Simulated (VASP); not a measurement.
Band structure of ZrN (relaxed from the CsCl structure, space group Pm-3m). Level of theory: PBEsol GGA, VASP's PBE PAW potentials (set 64) (plane waves; VASP).

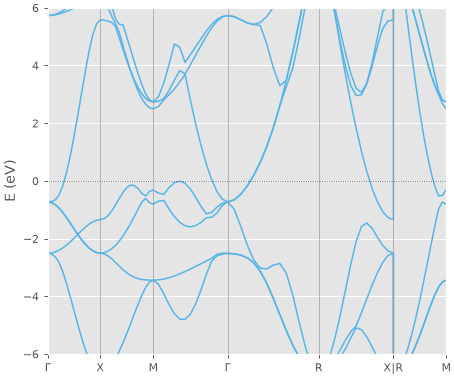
*Bands along high-symmetry lines, zero at the valence-band maximum or, without a gap, the Fermi level*

### Question
Read the plot: is there a gap, and where are the band edges?

### Answer
It has no gap at this level: it comes out as a metal or semimetal. (Edges off the drawn lines would not show.)

The structure was generated: ZrN was put into the CsCl type (Pm-3m), which need not be its known phase. It was relaxed first, which changed the volume by -25 %. The electron count is odd and the run is not spin-polarised, which forces a metal.
